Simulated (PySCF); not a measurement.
**NMR shielding calculation, with input and output: C5H3F3S**

System: C5H3F3S.
Method: GIAO PBE0/pcSseg-1 NMR shielding, non-relativistic, gas phase (PySCF 2.14.0).

The geometry comes from this level: GFN2-xTB, MD frame at 800 fs, 300 K. It belongs to a series of runs on one base structure; here: MD frame at 800 fs, 300 K. Figures and captions count atoms from 1; the log counts them from 0 in places.

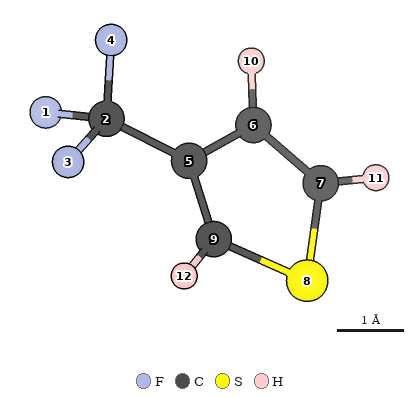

Fig. 1: The structure as given in the input (ball-and-stick view, seen at a tilt; atoms are numbered from 1 in the order of the input). Bond lengths as drawn: C–C 1.38 to 1.54 Å, C–F 1.32 to 1.40 Å, C–H 1.00 to 1.08 Å and C–S 1.70 to 1.80 Å.

Results in brief

```csv
quantity,value
outcome,converged
total energy,−889.325699 hartree
HOMO,−7.56 eV
LUMO,−1.31 eV
dipole moment,2.82 D
"isotropic shielding, F",212.4 to 252.0 ppm
"isotropic shielding, C",35.6 to 56.1 ppm
"isotropic shielding, S",237.3 ppm
"isotropic shielding, H",24.0 to 24.7 ppm
hardware,"1 CPU thread, shared host"
wall time,49 s
peak memory,0.88 GiB
```

Input file
```
{"job": {"kind": "nmr", "xc": "PBE0", "basis": "pcSseg-1", "pop": false}, "charge": 0, "multiplicity": 1}
F     -2.135300    -1.835600     1.191100
C     -2.064400    -0.469500     0.915700
F     -2.019300     0.148900     2.075800
F     -3.281800    -0.089500     0.519100
C     -0.857300    -0.258200    -0.010900
C     -0.703500    -0.559800    -1.382500
C      0.520000    -0.138800    -1.869100
S      1.422800     0.777500    -0.614700
C      0.137800     0.556000     0.477800
H     -1.423400    -1.076000    -1.994500
H      0.923100    -0.179900    -2.787000
H      0.222500     1.033100     1.395400
```

The first line tells a small driver script what to run in PySCF; the rest is the geometry in Å.

Launched with:
```bash
OMP_NUM_THREADS=1 python <driver script> task.json out
```

The program's output
```
coarse grid: 12176 points
cycle   1  E = -889.1083941679  dE =  1.680e+00  |g| = 9.025e-01  |ddm| = 3.519e+00
cycle   2  E = -888.9548488569  dE =  1.535e-01  |g| = 1.375e+00  |ddm| = 1.203e+00
cycle   3  E = -889.2489927392  dE = -2.941e-01  |g| = 6.615e-02  |ddm| = 7.354e-01
cycle   4  E = -889.2490447543  dE = -5.202e-05  |g| = 6.217e-02  |ddm| = 1.057e-01
cycle   5  E = -889.2499307480  dE = -8.860e-04  |g| = 1.268e-02  |ddm| = 6.553e-02
cycle   6  E = -889.2499686546  dE = -3.791e-05  |g| = 4.334e-03  |ddm| = 1.553e-02
cycle   7  E = -889.2499726029  dE = -3.948e-06  |g| = 9.241e-04  |ddm| = 3.727e-03
final grid: 118720 points
cycle   8  E = -889.3256751199  dE = -3.604e-05  |g| = 9.888e-03  |ddm| = 3.175e-02
cycle   9  E = -889.3256375879  dE =  3.753e-05  |g| = 1.571e-02  |ddm| = 2.500e-02
cycle  10  E = -889.3256982855  dE = -6.070e-05  |g| = 1.401e-03  |ddm| = 1.726e-02
cycle  11  E = -889.3256987451  dE = -4.596e-07  |g| = 5.030e-04  |ddm| = 1.758e-03
cycle  12  E = -889.3256988056  dE = -6.048e-08  |g| = 8.517e-05  |ddm| = 4.758e-04
cycle  13  E = -889.3256988068  dE = -1.181e-09  |g| = 3.663e-05  |ddm| = 8.821e-05
cycle  14  E = -889.3256988070  dE = -2.660e-10  |g| = 1.119e-05  |ddm| = 4.083e-05
```

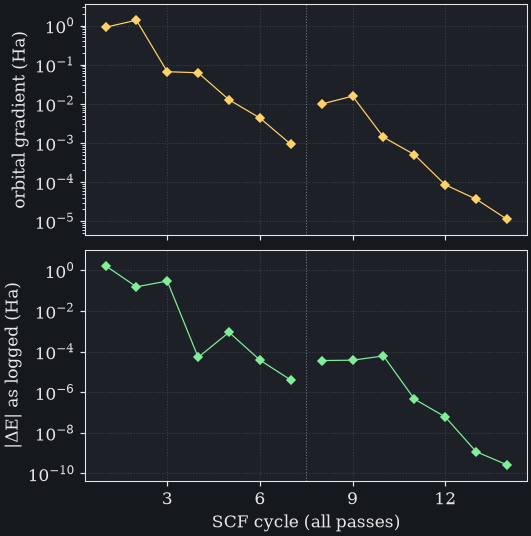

Fig. 2: Convergence of the self-consistent field: orbital gradient and size of the energy change against the SCF cycle. The dotted line marks the change from a coarse to the final integration grid. The first 7 cycles use a coarse grid, the final grid takes over at cycle 8, and the field converges after 14 cycles in all.

```
converged SCF energy = -889.3256988070

GIAO shielding tensors (ppm)
atom      isotropic    diamagn.    paramagn.     s11        s22        s33       span
  0 F      212.380     472.730    -260.349    108.960    185.376    342.806    233.846
  1 C       52.569     234.671    -182.102     41.398     54.342     61.967     20.569
  2 F      251.984     473.069    -221.085    185.997    237.976    331.979    145.982
  3 F      236.260     469.651    -233.391    156.541    223.071    329.166    172.625
  4 C       50.061     259.688    -209.626    -19.493     47.180    122.497    141.990
  5 C       56.095     247.604    -191.510    -31.730     39.839    160.175    191.905
  6 C       35.576     258.681    -223.105    -51.256     26.284    131.700    182.956
  7 S      237.258    1056.092    -818.834     35.679    244.776    431.320    395.641
  8 C       44.297     257.006    -212.709    -50.003     30.845    152.049    202.053
  9 H       23.995      29.521      -5.526     20.568     24.757     26.659      6.091
 10 H       24.700      33.019      -8.318     22.365     23.823     27.913      5.549
 11 H       24.356      33.299      -8.943     20.715     23.403     28.951      8.236
```

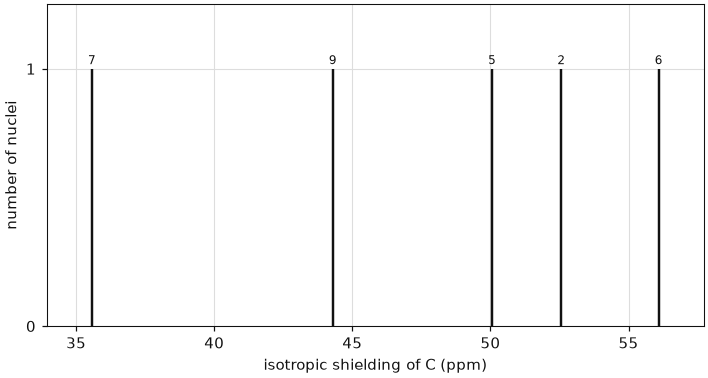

Fig. 3: Isotropic shieldings of the carbon nuclei in this fixed geometry, labelled by atom number; shielding grows to the right, so chemical shift grows to the left. The least shielded is C7 (35.6 ppm), the most shielded C6 (56.1 ppm).
